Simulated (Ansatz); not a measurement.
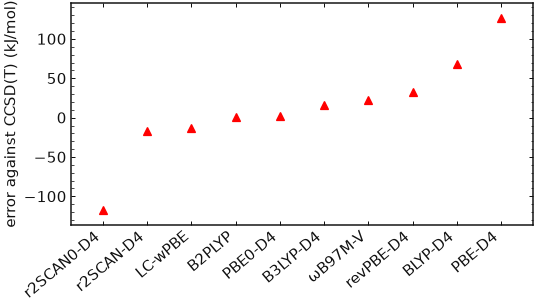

Error in the electronic atomisation energy (method less reference, so positive means overbinding) of C₂H₂N₂Si, SMILES N#C[SiH2]C#N: functionals in def2-TZVPP against frozen-core CCSD(T) at the limit (MP2 extrapolated from triple and quadruple zeta, plus CCSD(T) less MP2 in a smaller set), which gives 3071.2 kJ/mol, at a PBE0-D4/def2-TZVP geometry (a minimum by its frequencies), no zero-point or spin-orbit term, the Ansatz code 0.2.0. The reference leaves out core correlation, a term that grows with the number of heavy atoms. B2PLYP holds a correlation term that converges slowly with the basis, so part of the distance to the limit is basis error. No dispersion term is added to LC-wPBE and B2PLYP.

**What range do the values span?**

From −116.9 kJ/mol (r2SCAN0-D4) to 126.3 kJ/mol (PBE-D4).

**Give the values.**

| level | kJ/mol |
| --- | --- |
| r2SCAN0-D4 | −116.9 |
| r2SCAN-D4 | −17.3 |
| LC-wPBE | −12.6 |
| B2PLYP | 0.2 |
| PBE0-D4 | 2.0 |
| B3LYP-D4 | 15.9 |
| ωB97M-V | 22.0 |
| revPBE-D4 | 33.0 |
| BLYP-D4 | 67.6 |
| PBE-D4 | 126.3 |
